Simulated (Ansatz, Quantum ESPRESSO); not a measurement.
# TbS (Fm-3m): phonons and their coupling to the electrons, part 4 of 4

How strong is the electron-phonon coupling in TbS (Fm-3m)?

Quantum ESPRESSO 7.5; DFT PBEsol, scalar-relativistic, plane waves, PseudoDojo norm-conserving, 4f in core pseudopotentials.

So far, logarithmic mean frequency weighted by the coupling (K): step 10 (sums over the zone) 156. Also electron-phonon coupling constant: step 10 0.582.

## Step 11: The same in Ansatz

A second program on the same cell, potentials, cutoff and meshes tests the implementation of the phonon response, not its convergence. Its couplings are summed in its own way. Its k mesh is centred on Γ.

This step: DFT PBEsol, scalar-relativistic, plane waves, norm-conserving pseudopotentials, 4f in core (Ansatz 0.2.0).

File input.yaml:

```yaml
crystal:
  lattice:
    - [-2.731401651, 0.0, 2.731401651]
    - [0.0, 2.731401651, 2.731401651]
    - [-2.731401651, 2.731401651, 0.0]
  atoms:
    - { symbol: Tb, position: [0.0, 0.0, 0.0] }
    - { symbol: S, position: [0.5, 0.5, 0.5] }
kpoints:
  mp_grid: { grid: [12, 12, 12] }
hamiltonian:
  xc: pbesol
  pseudopotentials:
    kind: nc
    azcp: { Tb: "pseudopotentials/pbe/nc/lanthanide_3plus/Tb.nc.azcp" }
    accuracy: standard
scf:
  occupations: { method: cold, width: 0.27211 }
output:
  eigenvalues: true
basis:
  ecutwfc: 571.439
phonons:
  method: dfpt
  qmesh: [4, 4, 4]
  temperatures: { t_max: 1000, t_step: 50 }
  qpath:
    path:
      - [[0.0, 0.0, 0.0], [0.0, 0.5, 0.5], [0.0, 0.625, 0.375]]
      - [[-0.375, 0.375, 0.0], [0.0, 0.0, 0.0], [0.0, 0.5, 0.0], [-0.25, 0.5, 0.25], [0.0, 0.5, 0.5]]
    npoints: 12
  electrical_resistivity: { temperatures: [77, 300], mesh: [24, 24, 24] }
```

Command:

```console
ansatz run input.yaml --threads 4 --pin off --max-ram 8192MiB --backend cpu --events-out ev --progress --plain --runs-dir out
```

Numbers of over 12 decimals in the logs are rounded to 6 here.

What it wrote:

```text
Warning: basis.ecutwfc = 571.439 eV is below the records' recommended 707.496042 eV, and the density's cutoff is lower with it unless basis.ecutrho_ratio is high enough to keep the records' density cutoff: compare with a run at a higher cutoff
Warning: <dir> the record states the generating functional pbe (its physics header spells it `PBE`), which answers neither for hamiltonian.xc's functional nor for the pbesol family's — results may be inconsistent (PPs are generated against a specific XC)
Engine: ansatz 0.2.0, x86_64-unknown-linux-gnu
Pseudopotentials: kind: nc
Pseudopotential: Tb, nc, valence charge 11, recommended cutoff 680.284656 eV (normal), <dir>
Pseudopotential: S, nc, valence charge 6, recommended cutoff 707.496042 eV (normal), S.nc.azcp (PseudoDojo's, or run here from an input of PseudoDojo's; its table is named by hamiltonian.pseudopotentials.accuracy)
Functional definition: PBEsol
  exchange = pbesol_x
  correlation = pbesol_c
Crystal: 2 atoms, lattice volume = 40.756 Å³
Basis set: ecut = 571.439 eV, 1243 PW (Γ), exchange–correlation on 64×64×64 points (8 copies of the dense FFT grid, shifted against one another)
Bands: 13, of which v1, the nominal top of the filled ones, is band 9 counted from 1 (8 counted from 0)
Symmetry: 48 space group operations
k-points: 72 of 1728
Non-local potential: Tb, projectors of the file, l = 0: 2, l = 1: 2, l = 2: 2, l = 3: 1
Non-local potential: S, projectors of the file, l = 0: 2, l = 1: 2, l = 2: 2
Initial density: superposition of atomic densities (chi_scale 0.1, normalization cell)
Initial wavefunctions: pseudopotential atomic-orbital guess
Functional: x = pbesol(κ = 0.804, μ = 0.123457), c = pbesol(β = 0.046)
SCF iter   1: F=—  HF=-1462.023721 eV  |F-HF|=—  |Δ(HF+E_count)|=         —  Δρ=2.86e-2  dr2=6.00e-1  ethr=3.10e-3  ⟨swp⟩=8.6  Hψ=14467  notcnv=0
automatic band count: the SCF goes on with 17 bands, as 13 were too few: they end inside the smearing window of the response
preconditioner: auto → Kerker (q_TF=auto, 2.358 Å⁻¹)  [metal: Δε(μ)=0.064 eV  Ē_g=12.485 eV  σ=0.272 eV  W_gap=0.15  n_scr=14 (ndim 8)  ℏωp=17.4 eV  f_vac=0.000  D(μ)=0.71/eV (n_scr^D=0)]
SCF iter   2: F=—  HF=-1461.890572 eV  |F-HF|=—  |Δ(HF+E_count)|=   1.33e-1  S|Δr|=    0.00e0  Δρ=1.52e-2  dr2=1.51e-1  ethr=3.10e-3  ⟨swp⟩=1.7  Hψ=1882  notcnv=0  defer=4
SCF iter   3: F=—  HF=-1461.848555 eV  |F-HF|=—  |Δ(HF+E_count)|=   4.20e-2  S|Δr|=    0.00e0  Δρ=3.42e-3  dr2=4.40e-3  ethr=8.87e-4  ⟨swp⟩=2.4  Hψ=1365  notcnv=0  defer=4
SCF iter   4: F=—  HF=-1461.848493 eV  |F-HF|=—  |Δ(HF+E_count)|=   6.14e-5  S|Δr|=    0.00e0  Δρ=4.59e-4  dr2=9.80e-5  ethr=2.59e-5  ⟨swp⟩=2.5  Hψ=1790  notcnv=0  defer=76
SCF iter   5: F=—  HF=-1461.848489 eV  |F-HF|=—  |Δ(HF+E_count)|=   3.89e-6  S|Δr|=    0.00e0  Δρ=9.50e-5  dr2=4.38e-6  ethr=5.76e-7  ⟨swp⟩=2.7  Hψ=1687  notcnv=0  defer=76
SCF iter   6: F=—  HF=-1461.848489 eV  |F-HF|=—  |Δ(HF+E_count)|=   5.81e-7  S|Δr|=    0.00e0  Δρ=1.32e-5  dr2=6.31e-8  ethr=2.58e-8  ⟨swp⟩=2.5  Hψ=1509  notcnv=0  defer=76
SCF iter   7: F=—  HF=-1461.848489 eV  |F-HF|=—  |Δ(HF+E_count)|=   1.21e-7  S|Δr|=    0.00e0  Δρ=1.91e-6  dr2=9.84e-10  ethr=3.71e-10  ⟨swp⟩=2.4  Hψ=1763  notcnv=0  defer=207
SCF iter   8: F=-1461.848489 eV  HF=-1461.848489 eV  |F-HF|=3.18e-12  |Δ(HF+E_count)|=  5.39e-10  S|Δr|=    0.00e0  Δρ=1.82e-7  dr2=8.60e-12  ethr=1.00e-12  ⟨swp⟩=12.7  Hψ=9158  notcnv=0
SCF 1 converged in 8 iterations: F = -1461.848489 eV  dr2 = 8.60e-12
phonons: the bands overlap, so this run is a metal and interpolates without the dipole-dipole term. If the crystal is really an insulator or semiconductor, its LO-TO splitting is missing
NSCF: frozen V_eff on 72 k-points
NSCF: frozen V_eff on 163 k-points
DFPT response loops at q = (0, 0, 0) (fractional): preconditioner auto → Kerker (q_TF=auto, 2.358 Å⁻¹) (partly filled bands, converged f_vac=0.000); β = 1.00, the filter's whole step (`scf.mixing.beta` (0.50) is not read by the response loops under this deck's `scf.mixing.preconditioner`; to damp them name `kerker` or `kerker_dos`, under which they read `scf.mixing.beta`, and type it under 1.00, their step now; both keys bind the ground state too); Broyden in place of MSR1
NSCF: frozen V_eff on 1872 k-points
DFPT response loops at q = (0, 0, 0.25) (fractional): mixed as the last ones told, above
NSCF: frozen V_eff on 952 k-points
DFPT response loops at q = (0, 0, -0.5) (fractional): mixed as the last ones told, above
NSCF: frozen V_eff on 1020 k-points
DFPT response loops at q = (0, 0.25, 0.25) (fractional): mixed as the last ones told, above
NSCF: frozen V_eff on 3456 k-points
DFPT response loops at q = (0, 0.25, -0.5) (fractional): mixed as the last ones told, above
NSCF: frozen V_eff on 1872 k-points
DFPT response loops at q = (0, 0.25, -0.25) (fractional): mixed as the last ones told, above
NSCF: frozen V_eff on 560 k-points
DFPT response loops at q = (0, -0.5, -0.5) (fractional): mixed as the last ones told, above
NSCF: frozen V_eff on 1020 k-points
DFPT response loops at q = (0.25, -0.5, -0.25) (fractional): mixed as the last ones told, above
Bands: 17, of which v1, the nominal top of the filled ones, is band 9 counted from 1 (8 counted from 0)
SCF iter   1: F=—  HF=-1462.023721 eV  |F-HF|=—  |Δ(HF+E_count)|=         —  Δρ=2.86e-2  dr2=6.00e-1  ethr=3.10e-3  ⟨swp⟩=8.6  Hψ=8313  notcnv=0
SCF iter   2: F=—  HF=-1461.890572 eV  |F-HF|=—  |Δ(HF+E_count)|=   1.33e-1  S|Δr|=    0.00e0  Δρ=1.52e-2  dr2=1.51e-1  ethr=3.10e-3  ⟨swp⟩=1.7  Hψ=1882  notcnv=0  defer=4
SCF iter   3: F=—  HF=-1461.848555 eV  |F-HF|=—  |Δ(HF+E_count)|=   4.20e-2  S|Δr|=    0.00e0  Δρ=3.42e-3  dr2=4.40e-3  ethr=8.87e-4  ⟨swp⟩=2.4  Hψ=1365  notcnv=0  defer=4
SCF iter   4: F=—  HF=-1461.848493 eV  |F-HF|=—  |Δ(HF+E_count)|=   6.14e-5  S|Δr|=    0.00e0  Δρ=4.59e-4  dr2=9.80e-5  ethr=2.59e-5  ⟨swp⟩=2.5  Hψ=1790  notcnv=0  defer=76
SCF iter   5: F=—  HF=-1461.848489 eV  |F-HF|=—  |Δ(HF+E_count)|=   3.89e-6  S|Δr|=    0.00e0  Δρ=9.50e-5  dr2=4.38e-6  ethr=5.76e-7  ⟨swp⟩=2.7  Hψ=1687  notcnv=0  defer=76
SCF iter   6: F=—  HF=-1461.848489 eV  |F-HF|=—  |Δ(HF+E_count)|=   5.81e-7  S|Δr|=    0.00e0  Δρ=1.32e-5  dr2=6.31e-8  ethr=2.58e-8  ⟨swp⟩=2.5  Hψ=1509  notcnv=0  defer=76
SCF iter   7: F=—  HF=-1461.848489 eV  |F-HF|=—  |Δ(HF+E_count)|=   1.21e-7  S|Δr|=    0.00e0  Δρ=1.91e-6  dr2=9.84e-10  ethr=3.71e-10  ⟨swp⟩=2.4  Hψ=1763  notcnv=0  defer=207
SCF iter   8: F=-1461.848489 eV  HF=-1461.848489 eV  |F-HF|=3.18e-12  |Δ(HF+E_count)|=  5.39e-10  S|Δr|=    0.00e0  Δρ=1.82e-7  dr2=8.58e-12  ethr=1.00e-12  ⟨swp⟩=2.8  Hψ=3781  notcnv=0
SCF 2 converged in 8 iterations: F = -1461.848489 eV  dr2 = 8.58e-12
NSCF: frozen V_eff on 72 k-points
NSCF: frozen V_eff on 145 k-points
[...]
SCF converged after 8 iterations
Stability not checked: this state was not tested for a lower state beside it, because cold or Methfessel-Paxton smearing, or corrected tetrahedra, fill the levels in a way that the test cannot read (fill_not_monotonic; see scf.lower_state_search)
Free energy (F): -1461.848489 eV
Harris-Foulkes:  -1461.848489 eV  (|F-HF|=3.18e-12)
Internal energy: -1461.850353 eV  (E = F + TS)
E sigma→0 (E₀):  -1461.849110 eV
Entropy (-TS):   0.001864 eV (0.932 meV/atom)
Fermi energy:    12.991559 eV
Step filling:    the computed levels leave a gap of 0.0633 eV = 0.2 smearing widths at the electron count; against every level under it full and every level over it empty, smearing changes F+E_penalty+E_count by +2.408 meV and its σ→0 estimate by +1.786 meV
--- Per-component energies (eV) ---
  E_band       = -71.220482
  E_kinetic    = 390.178245
  E_local      = -563.406572  (includes V_loc(G=0)·N_el)
  E_nonlocal   = 72.829612
  E_hartree    = 156.478053
  E_xc         = -379.639187
  E_vxc        = -283.777832  (∫ρ·V_xc dr)
  E_ewald      = -1138.290505
  E_smearing   = 0.001864  (= −TS)
  E_closure    = -0.000000  (closes the sum)
  Σ components = -1461.848489   (vs F -1461.848489, Δ=0.00e0)
--- Band table (eV; the first three rows and the last of 72) ---
  k-point 0: bands = [... 5 lower, 9.7259, 9.7259, 9.7259, 12.7552, 12.7552, 12.7552, 13.6928, 13.6928, ... 4 higher]
  k-point 1: bands = [... 5 lower, 9.2821, 9.4766, 9.4766, 12.8623, 12.9142, 12.9142, 14.0736, 14.0736, ... 4 higher]
  k-point 2: bands = [... 5 lower, 8.3511, 8.9475, 8.9475, 13.0496, 13.3344, 13.3344, 15.0410, 15.0410, ... 4 higher]
  k-point 71: bands = [... 5 lower, 7.4570, 7.9883, 7.9883, 13.9052, 13.9052, 15.9609, 16.8671, 17.4139, ... 4 higher]
--- Phonons (Γ-DFPT): 2 representative perturbations + reference (Σ response iterations 8) ---
  ASR residual: 1.172e-4 → 0.000e0 eV/Å²; symmetrization residual: 4.606e-8 eV/Å²
  ASR residual per site (eV/Å²): 1.17e-4 2.92e-6
  Γ frequencies (cm⁻¹): 0.00 0.00 0.00 285.71 285.71 285.71
--- Phonons (arbitrary-q DFPT): 8 irreducible q on the 4×4×4 mesh ---
  q = [0.0000, 0.0000, 0.0000] (star 1, of the zone-centre solve; hermiticity 1.15e-8, symmetrization 1.18e-14): -0.00 -0.00 0.00 285.71 285.71 285.71
  q = [0.0000, 0.0000, 0.2500] (star 8, 2 solved perturbations on 936 of 1728 k-point pairs; hermiticity 4.06e-10, symmetrization 1.01e-13, the responses' own estimated error 2.0e-7 eV/Å²): 78.04 78.04 93.64 290.76 290.76 291.95
  q = [0.0000, 0.0000, -0.5000] (star 4, 2 solved perturbations on 476 of 1728 k-point pairs; hermiticity 3.16e-10, symmetrization 1.48e-10, the responses' own estimated error 1.8e-7 eV/Å²): 84.24 108.51 108.51 286.18 286.18 305.34
  q = [0.0000, 0.2500, 0.2500] (star 6, 4 solved perturbations in 1608 linear systems a pass and spin channel, the states on 510 of 1728 k-point pairs; hermiticity 6.72e-10, symmetrization 4.36e-14, the responses' own estimated error 2.2e-7 eV/Å²): 55.88 55.88 104.86 281.69 281.69 298.51
  q = [0.0000, 0.2500, -0.5000] (star 24, 4 solved perturbations in 5328 linear systems a pass and spin channel, the states on 1728 of 1728 k-point pairs; hermiticity 1.43e-9, symmetrization 6.99e-11, the responses' own estimated error 2.0e-7 eV/Å²): 82.08 94.10 94.78 287.67 288.56 294.02
  q = [0.0000, 0.2500, -0.2500] (star 12, 4 solved perturbations in 2892 linear systems a pass and spin channel, the states on 936 of 1728 k-point pairs; hermiticity 1.80e-9, symmetrization 2.24e-14, the responses' own estimated error 2.1e-7 eV/Å²): 72.92 102.41 103.58 278.89 291.27 299.99
  q = [0.0000, -0.5000, -0.5000] (star 3, 4 solved perturbations in 886 linear systems a pass and spin channel, the states on 280 of 1728 k-point pairs; hermiticity 9.61e-10, symmetrization 1.25e-10, the responses' own estimated error 2.1e-7 eV/Å²): 77.15 77.15 84.01 282.00 282.00 290.22
  q = [0.2500, -0.5000, -0.2500] (star 6, 4 solved perturbations in 1544 linear systems a pass and spin channel, the states on 510 of 1728 k-point pairs; hermiticity 1.78e-9, symmetrization 1.66e-10, the responses' own estimated error 2.0e-7 eV/Å²): 83.35 83.35 90.06 283.06 283.06 292.75
  sum rule: each row above includes the acoustic sum rule's correction from the zone centre's row sums; it moved no ω² by more than (0.45 cm⁻¹)²
  mesh force constants: q→R imaginary residual 5.14e-18; ASR residual 1.172e-4 → 0.000e0 eV/Å²; symmetrization residual 5.773e-15 eV/Å²
  interpolated dispersion: 74 rows × 6 modes
  density of states and harmonic sums: on the 20×20×20 q-mesh, interpolated from the force constants of a 4×4×4 supercell (no non-analytic term)
  largest difference from the sums on the solved wave vectors: F 1.27e-2 eV, S 1.67e-5 and C_V 4.01e-6 eV/K
  zero-point energy: 0.069994 eV/cell   skipped modes (ω ≤ 0): 3   left out of the sums: 6.25e-5 of the cell's modes: C_V's classical limit lies that fraction below 3 k_B per atom; for a crystal, a wire or a layer, F and S can be off by more, and a phonons.interpolated_qmesh denser along its periods is the remedy for the sampling
--- Electrical resistivity: potentials and phonons of a 4×4×4 supercell ---
  scattering by harmonic phonons alone, with no dipole-dipole term; scattering by other electrons, impurities, surfaces and spin disorder is left out, and so is spin–orbit coupling
  the resistivity is that of a variational response, whose dependence on the energy is improved iteratively
  at the Fermi level of each mesh (of a tensor a third of its trace):
           mesh   spin    states/(eV spin)  plasma energy (eV)         λ      λ_tr    ħω_log (meV)
       24×24×24                     0.4132              7.0761    0.6059    0.8243          12.825
       12×12×12                     0.4390              6.9270    0.6318    0.8499          12.685
          6×6×6                     0.4077              6.0474    0.5756    0.7356          12.938
  resistivity on the deck's mesh, µΩ·cm:
     T (K)       trace/3  mesh converged            xx            yy            zz    lowest order   relaxation time
     77.00      3.4190e0              no      3.4190e0      3.4190e0      3.4190e0        3.6649e0          2.6291e0
    300.00      1.8881e1              no      1.8881e1      1.8881e1      1.8881e1        1.9359e1          1.4857e1
  mean free path at 77 K (of a tensor a third of its trace): 31.7 nm by what each carries, 29.4 by the Fermi surface alone
  Hall coefficient in a weak field at 77 K (a third of the trace): -2.333e-10 m³/C (as a tensor it moves by 1.5 % between the two finest meshes); by each state's relaxation time: -2.233e-10 m³/C; by a constant relaxation time: -2.119e-10 m³/C
  mean free path at 300 K (of a tensor a third of its trace): 5.48 nm by what each carries, 5.33 by the Fermi surface alone
  Hall coefficient in a weak field at 300 K (a third of the trace): -2.301e-10 m³/C (as a tensor it moves by 1.2 % between the two finest meshes); by each state's relaxation time: -2.200e-10 m³/C; by a constant relaxation time: -2.118e-10 m³/C
  the resistivity times a path that all electrons share, by the Fermi surface of the deck's mesh alone (a third of the trace): 1.006e-15 Ω·m²
  not converged in the mesh (λ; λ_tr; the resistivity at 77 K by 6.74 %; the resistivity at 300 K by 6.23 %): between neighbouring meshes, the two finest first, λ moves by 4.26 % and 8.90 %, λ_tr by 3.11 % and 13.44 % and the resistivity by up to 6.74 % and 13.57 %; an estimate, no bound, puts it up to 7.7e-7 % above the Boltzmann equation's exact value after up to 4 iterations (at most 30 are made, fewer where the estimate is under 1.0e-6 % of each spin channel's own resistivity)
  vibrations of 64 cells: unjudged by the run; compare a larger repeat
  the changes of the potential over all sites missed a rigid shift's by 0.00 % (the site terms' by 0.00 %)
  at the force constants' own smearing the fine mesh and the k-points of their solves give squared frequencies that differ by 18.3 % of the larger at the most, at (0, 0, -0.5)
```

The job ended after 4 min (4 threads of Intel Xeon 6975P-C (Granite Rapids), shared host; peak memory 5.4 GiB; 15 min of CPU time).

This step gave:

```yaml
sum_rule_residual_before_enforcement: 1.17e-4 eV/Å²
logarithmic_mean_frequency: 157.2 cm⁻¹
electron_phonon_coupling_constant: 0.6059
logarithmic_mean_frequency_weighted_by_the_coupling: 148.8 K
highest_optical_zone_centre_mode_no_lo_to_term: 285.7 cm⁻¹
lowest_optical_zone_centre_mode: 285.7 cm⁻¹
lowest_mode_on_the_q_mesh_acoustic_ones_at_the_zone_centre_apart: 55.88 cm⁻¹
zero_point_energy_per_atom: 35 meV
heat_capacity_at_300_k: 22.93 J/(mol atoms K)
vibrational_entropy_at_300_k: 33.04 J/(mol atoms K)
```

The alpha^2 F has structure finer than the step of the table below, so its rows give means over 2 meV, whole bins alone (the curve runs from 0.074 to 37.6 meV). Peaks (meV: height): 10.4: 1.20, 11.7: 0.694, 35.8: 1.19, 36.3: 0.932, 36.8: 1.06.

Table of alpha^2 F by phonon energy; means over each step:

| phonon energy (meV) | alpha^2 F |
| --- | --- |
| 2 | 0.00198 |
| 4 | 0.00745 |
| 6 | 0.0182 |
| 8 | 0.0435 |
| 10 | 0.650 |
| 12 | 0.552 |
| 14 | 0.0522 |
| 16 | 0 |
| 18 | 0 |
| 20 | 0 |
| 22 | 0 |
| 24 | 0 |
| 26 | 0 |
| 28 | 0 |
| 30 | 0 |
| 32 | 0 |
| 34 | 0.0949 |
| 36 | 0.797 |

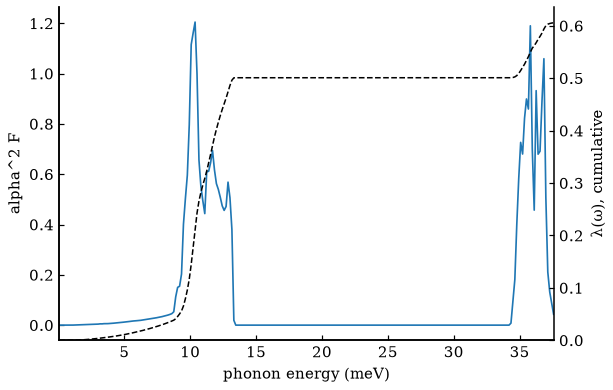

Alpha^2 F against phonon energy. The dashed line is the running λ.

## Step 12: Side by side: QE PseudoDojo and Ansatz, PseudoDojo

Worked out from the results:

| Property | Result |
| --- | --- |
| root-mean-square difference | 0.35 cm⁻¹ |
| largest difference | 0.86 cm⁻¹ |
| root-mean-square difference on the path | 0.3 cm⁻¹ |
| largest difference on the path | 0.9 cm⁻¹ |

The 12 of 45 modes that differ most. Frequencies side by side:

| q (reciprocal lattice) | mode | QE PseudoDojo (cm⁻¹) | Ansatz, PseudoDojo (cm⁻¹) |
| --- | --- | --- | --- |
| 0 0 -0.5 | 1 | 85.1 | 84.24 |
| 0 0 -0.5 | 4 | 285.9 | 286.2 |
| 0 0 -0.5 | 5 | 285.9 | 286.2 |
| 0 0.25 -0.5 | 1 | 82.72 | 82.08 |
| 0 0.25 -0.5 | 3 | 95.18 | 94.78 |
| 0 0.25 -0.25 | 2 | 102.9 | 102.4 |
| 0 0.25 -0.25 | 5 | 290.9 | 291.3 |
| 0 -0.5 -0.5 | 3 | 84.8 | 84.01 |
| 0.25 -0.5 -0.25 | 1 | 83.89 | 83.35 |
| 0.25 -0.5 -0.25 | 2 | 83.89 | 83.35 |
| 0.25 -0.5 -0.25 | 3 | 90.49 | 90.06 |
| 0.25 -0.5 -0.25 | 6 | 292.4 | 292.8 |

The two runs side by side. Further quantities:

| quantity | QE PseudoDojo | Ansatz, PseudoDojo |
| --- | --- | --- |
| λ | 0.582 | 0.606 |
| ω_log (K) | 156.4 | 148.8 |

The interpolated bands of the two lie on top of each other.

At the solved wavevectors the largest difference (acoustic modes at Γ apart) is 0.3 % of the highest mode; λ differs by 4.0 %.

## Step 13: What came out

```json
{
  "space group after relaxation": "Fm-3m",
  "volume per atom": "20.4 Å³",
  "highest optical zone-centre mode (no LO-TO term)": "285.4 cm⁻¹",
  "q mesh": "4×4×4",
  "lowest mode on the q mesh (acoustic ones at the zone centre apart)": "55.9 cm⁻¹",
  "zero-point energy per atom": "34.9 meV",
  "heat capacity at 300 K": "22.9 J/(mol atoms K)",
  "vibrational entropy at 300 K": "33.0 J/(mol atoms K)",
  "coupling constant for broadenings of 0.01 to 0.04 Ry": "0.55 to 0.60",
  "logarithmic mean frequency over the same range": "156 to 157 K",
  "imaginary modes on the q mesh": "none",
  "largest difference from Ansatz, PseudoDojo": "0.86 cm⁻¹"
}
```

In words: λ is about 0.57 and holds within 15 % over the middle broadenings, a moderate coupling. λ is 0.58 by Gaussian broadening on the dense mesh and 0.61 by Ansatz's sums without a broadening; neither is converged in the meshes. TbS (Fm-3m) is dynamically stable on the 4×4×4 mesh; its spectrum reaches 305 cm⁻¹. At the PBEsol level the optical modes of TbS (Fm-3m) at the zone centre lie at 285 cm⁻¹. QE PseudoDojo and Ansatz, PseudoDojo agree to 0.86 cm⁻¹ (0.3 % of the highest mode compared) on all solved modes but the acoustic ones at Γ, without the LO-TO term. These are harmonic frequencies at zero temperature: anharmonic shifts and linewidths and thermal expansion are left out. Spin-orbit coupling is left out, which can matter for the heavy elements here. In a metal the frequencies hang on the k mesh and the smearing, most of all near Kohn anomalies. The runs are without spin polarisation, although the cell has an odd electron count or an open d or f shell, so a magnetic state was not tested. The 4f electrons are frozen in the core as for a trivalent ion, in files made for PBE, so their moments and any magnetic order are left out. The relaxation ran at 42 Ry, under the 52 Ry recommended for these files; the stress of so short a basis can leave the cell about one per cent too small. Ansatz warns that the cutoff lies 19 % under the one recommended for these files; agreement at one cutoff is not convergence.

[Host names and launcher messages were left out of these logs when they were recorded.]

[Logs are printed without paths, hosts, clocks, repeated set-up lines and the standing remarks that a program may print on its own settings, such as how far it seeks lower states.]

[Hosts, paths, dates, database ids (printed as entryN), source tags and the programs' standing remarks are cut or masked in the printed files.]
